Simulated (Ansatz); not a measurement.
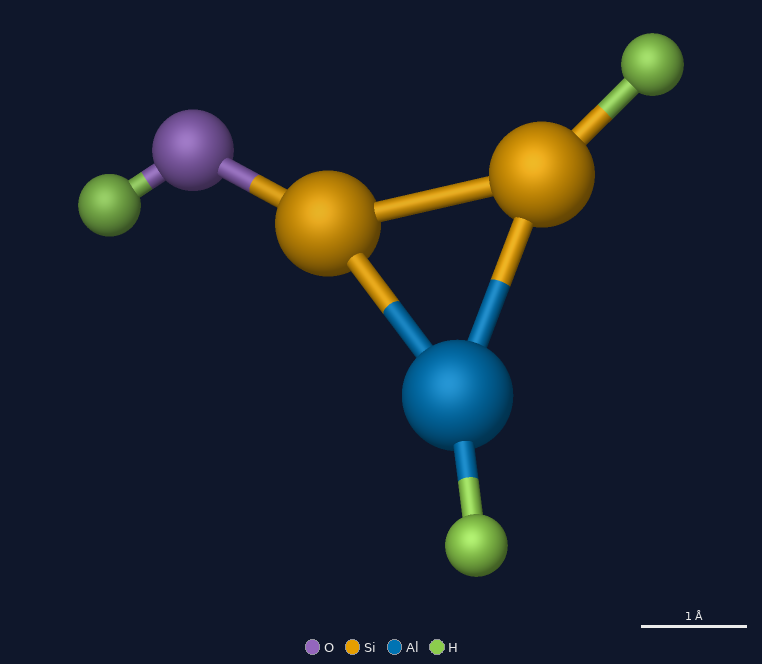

Rendered structure (ball-and-stick style).

The computed structure is the end point of a PBE0-D4/def2-TZVP optimisation. No frequency run is at hand to confirm it as a minimum.

Which formula does it have?

AlH3OSi2, 7 atoms: 1 aluminium, 3 hydrogen, 1 oxygen and 2 silicon.

Count the bonded pairs by element.

2 Al–Si, 1 O–Si, 1 Si–Si, 1 O–H, 1 Al–H, 1 Si–H. Sticks follow a distance rule.

What is the point group of this geometry?

Cs.

How many sets of symmetry-equivalent atoms are there?

7: 1 O, 1 Si, 1 Si, 1 Al, 1 H, 1 H, 1 H.

More results for the same structure follow; atom numbers are the same in all pictures, views and colours differ.

Electronic properties

No frequency run is at hand to confirm it as a minimum. Method: RKS PBE0-D4/def2-TZVPP (Ansatz 0.2.0).

Computed properties:

- HOMO energy (Kohn–Sham orbital): −6.09 eV
- LUMO energy (Kohn–Sham orbital): −1.31 eV
- HOMO–LUMO gap: 4.78 eV
- dispersion correction: −16.2 kJ/mol

Dipole moment

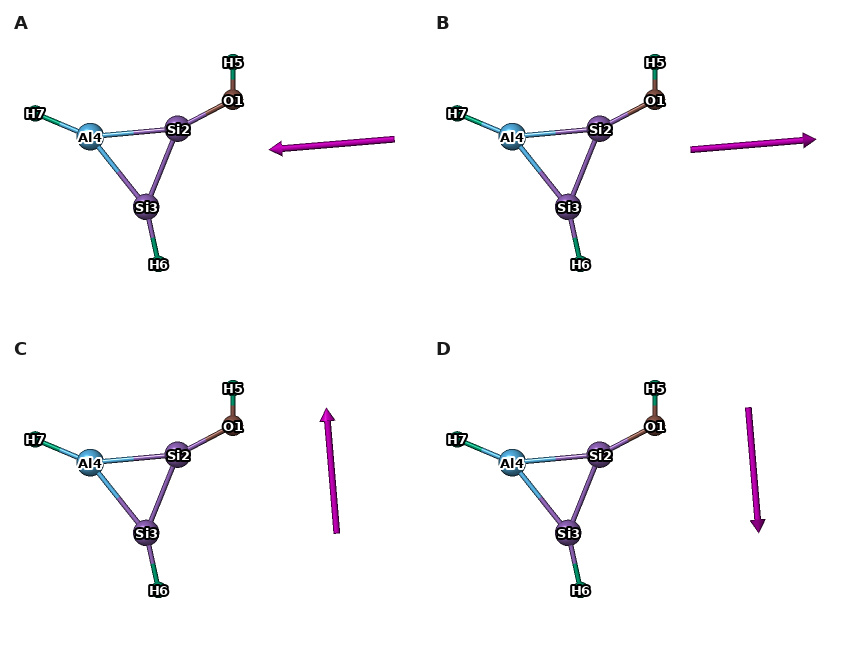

The same molecule four times, each with an arrow. No frequency run is at hand to confirm it as a minimum. Level of theory: RKS PBE0-D4/def2-TZVP (Ansatz 0.2.0).

Which arrow points along the dipole moment, from the negative to the positive end?

C. The dipole moment is 1.48 D; it points from the side of H6 to the side of H5 (the outermost atoms at the two ends).

Charges

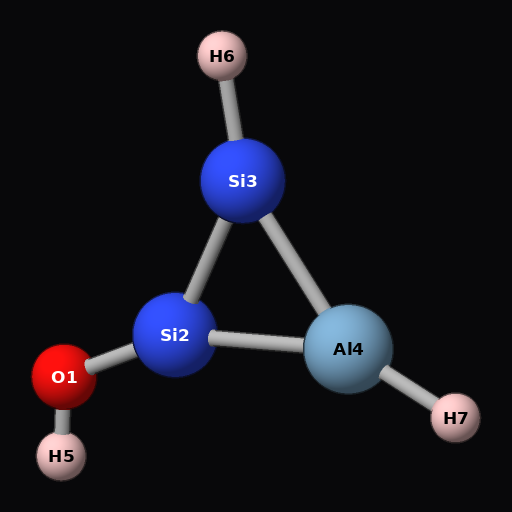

The questions are on Mulliken charges. No frequency run is at hand to confirm it as a minimum. Method: RKS PBE0-D4/def2-TZVP (Ansatz 0.2.0).

Give the Mulliken charges atom by atom.

```csv
atom,value (e)
O1,−0.50
Si2,0.24
Si3,−0.13
Al4,0.12
H5,0.33
H6,0.01
H7,−0.07
```

Mulliken values depend strongly on the basis set and can even reverse the polarity of a bond.
